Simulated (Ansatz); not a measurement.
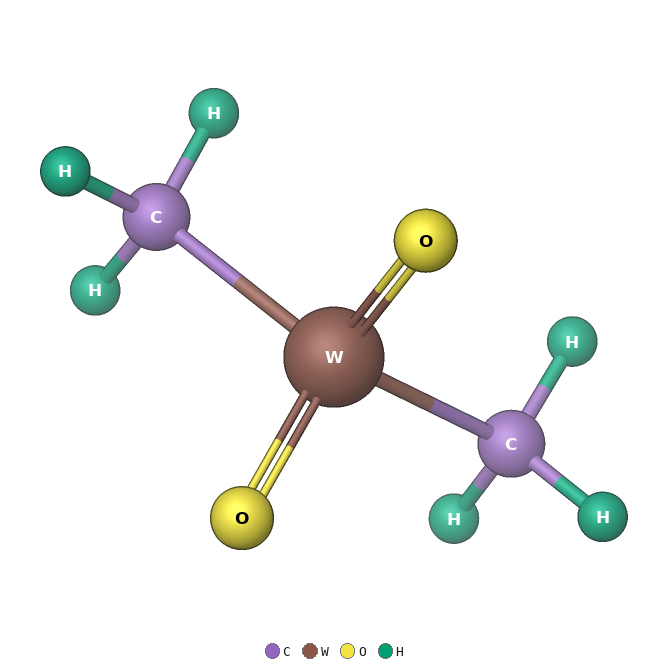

Atoms fade into the background with distance from the viewer. Charge 0, singlet. The computed structure is the end point of a PBE0-D4/def2-TZVP optimisation.

Q: Which symmetry elements does this geometry have?

A: It has 1 C2 axis and 2 mirror planes, so the point group is C2v. The group has 4 operations. The geometry is achiral, and symmetry allows a dipole moment.
